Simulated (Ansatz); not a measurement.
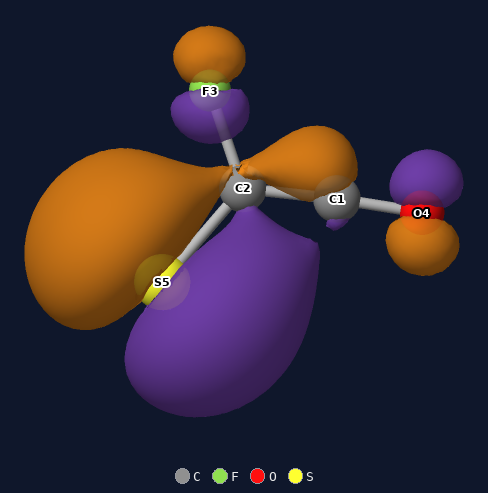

C2FOS (SMILES O=C=C(F)[S-]) (charge −1). The HOMO−1 at ±0.08 Å⁻³ᐟ² (orange and purple are the two phases), seen across its widest extent.

Geometry: BLYP-D3(BJ)/def2-SVPD.

All numbers below come from Ansatz 0.2.0, isolated molecule in a Gaussian basis; Kohn-Sham density functional theory, functional PBE0.

```tsv
atom	x (Å)	y (Å)	z (Å)
C	0.4760	-0.9663	0.5749
C	0.1757	-1.3266	1.8179
F	0.6039	-0.3944	2.8433
O	0.7239	-0.6874	-0.5756
S	-0.6616	-2.7869	2.2377
```

**What is the character of this orbital?**

By Hirshfeld shares it lies mainly on S5 (about 80 %) and C2 (about 10 %); it is symmetric in the molecular plane (an in-plane orbital: σ, lone-pair or in-plane π type); largely a lone pair of S5. Its energy is −1.73 eV.
